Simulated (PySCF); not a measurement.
# AlHF (SMILES [F][AlH]): ROCCSD(T)/STO-3G

What is the energy change on altering one bond length of AlHF at ROCCSD(T)/STO-3G? Input form: a Python script.

The results are computed with PySCF 2.14.0.

9 further runs of the same task are left out: 9 set aside as unsound or not needed.

## 1. Starting point

AlHF has 3 atoms, charge 0, and is taken as a doublet. As SMILES, `[F][AlH]`. The shape is that of a PBE0-D4/def2-TZVP optimisation.

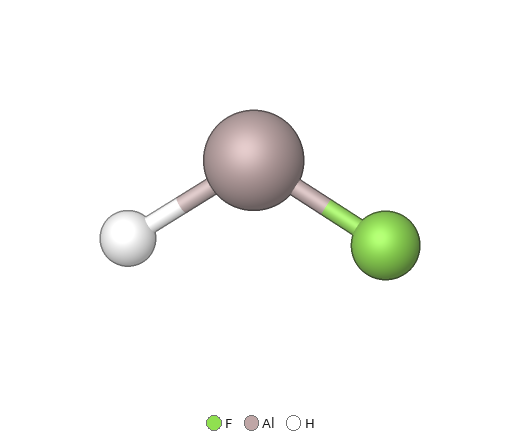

The structure, seen from a chosen angle (fluorine green, aluminium light grey, hydrogen white).

## 2. The energy at ROCCSD(T)/STO-3G

Input file calc.py:

```python
from pyscf import gto, scf, cc

mol = gto.Mole()
mol.atom = [
    ('F', (0.907100, 0.893200, 0.585600)),
    ('Al', (-0.432500, 0.318000, -0.199500)),
    ('H', (-0.485400, -1.276100, -0.399300)),
]
mol.verbose = 4
mol.max_memory = 1860
mol.basis = 'sto-3g'
mol.charge = 0
mol.spin = 1
mol.build()

mf = scf.ROHF(mol)
mf.conv_tol = 1e-10
mf.kernel()
if not mf.converged:
    mf = mf.newton().run(mf.mo_coeff, mf.mo_occ)

mycc = cc.CCSD(mf, frozen=6)
mycc.kernel()
e_t = mycc.ccsd_t()
energy = mycc.e_tot + e_t
print('E = %.10f Eh' % energy)
```

Run with:

```sh
$ OMP_NUM_THREADS=1 python calc.py
```

The log of the run:

```text
PySCF version 2.14.0

[INPUT] num. atoms = 3
[INPUT] num. electrons = 23
[INPUT] charge = 0
[INPUT] spin (= nelec alpha-beta = 2S) = 1
[INPUT] symmetry False subgroup None
[INPUT] Mole.unit = angstrom
[INPUT] Symbol           X                Y                Z      unit          X                Y                Z       unit  Magmom
[INPUT]  1 F      0.907100000000   0.893200000000   0.585600000000 AA    1.714170567593   1.687903374462   1.106623618545 Bohr   0.0
[INPUT]  2 Al    -0.432500000000   0.318000000000  -0.199500000000 AA   -0.817306548874   0.600932907612  -0.377000361851 Bohr   0.0
[INPUT]  3 H     -0.485400000000  -1.276100000000  -0.399300000000 AA   -0.917273060864  -2.411479507557  -0.754567641539 Bohr   0.0

nuclear repulsion = 43.3969465141513
number of shells = 9
number of NR pGTOs = 45
number of NR cGTOs = 15
basis = sto-3g
ecp = {}

[... 37 lines left out ...]
converged SCF energy = -337.586499779479
[... 1 line left out ...]
WARN: RCCSD method does not support ROHF method. ROHF object is converted to UHF object and UCCSD method is called.
[... 12 lines left out ...]
Init t2, MP2 energy = -0.0382426686103969
[... 15 lines left out ...]
UCCSD converged
[... 2 lines left out ...]
E = -337.6433482876 Eh
```

Wall time 1.2 s (1 thread of Arm Neoverse N1, shared host); peak memory 0.12 GiB.

## 3. The distorted shape at the same level

Input file start.xyz:

```xyz
3
AlFH
F      0.970581     2.806145     0.825363
Al    -0.369019     2.230945     0.040263
H     -0.485400    -1.276100    -0.399300
```

Input file run.py:

```python
from pyscf import gto, scf, cc

mol = gto.Mole()
mol.atom = 'start.xyz'
mol.spin = 1
mol.max_memory = 1860
mol.basis = 'sto-3g'
mol.verbose = 3
mol.charge = 0
mol.build()

calc0 = scf.ROHF(mol)
calc0.conv_tol = 1e-10
calc0.kernel()
if not calc0.converged:
    calc0 = calc0.newton().run(calc0.mo_coeff, calc0.mo_occ)

mycc = cc.CCSD(calc0, frozen=6)
mycc.kernel()
e_t = mycc.ccsd_t()
etot = mycc.e_tot + e_t
print('E(%s) = %.9f' % ('CCSD(T)', etot))
```

Run with:

```sh
$ OMP_NUM_THREADS=1 python run.py
```

The log of the run:

```text
converged SCF energy = -337.508178907928

WARN: RCCSD method does not support ROHF method. ROHF object is converted to UHF object and UCCSD method is called.

E(UCCSD) = -337.5633873343031  E_corr = -0.05520842637543748
UCCSD(T) correction = -0.00543813441965966
E(CCSD(T)) = -337.568825469
```

It took 1.1 s on 1 thread of Arm Neoverse N1, shared host; peak memory 0.12 GiB.

## 4. Outcome

At ROCCSD(T)/STO-3G, 6 core orbitals frozen:

| quantity | value |
| --- | --- |
| first shape: total energy | -337.64335 Eh |
| first shape: dipole moment (Hartree–Fock density) | 2.15 D |
| first shape: correlation energy (6 core orbitals frozen) | -56.8 mEh |
| first shape: (T) correction | -4.06 mEh |
| first shape: ⟨S²⟩ of the reference determinant | 0.750 |
| first shape: T1 diagnostic | 0.025 |
| distorted shape: total energy | -337.56883 Eh |
| distorted shape: dipole moment (Hartree–Fock density) | 1.32 D |
| distorted shape: correlation energy (6 core orbitals frozen) | -60.6 mEh |
| distorted shape: (T) correction | -5.44 mEh |
| distorted shape: ⟨S²⟩ of the reference determinant | 0.750 |
| distorted shape: T1 diagnostic | 0.020 |
| energy change with the Al2–H3 bond stretched from 1.607 to 3.536 Å | 2.028 eV |

What this shows: With the Al2–H3 bond stretched from 1.607 to 3.536 Å the energy rises by 2.03 eV (196 kJ/mol). The first shape isn't relaxed at this level, so the change isn't measured from a minimum. The minimal basis adds a large error of its own. Mulliken charges (first shape) of the mean-field density run from -0.40 on F1 to +0.70 on Al2. The triples (first shape) make up 7.1 % of the correlation energy. The triples (distorted shape) make up 9.0 % of the correlation energy.
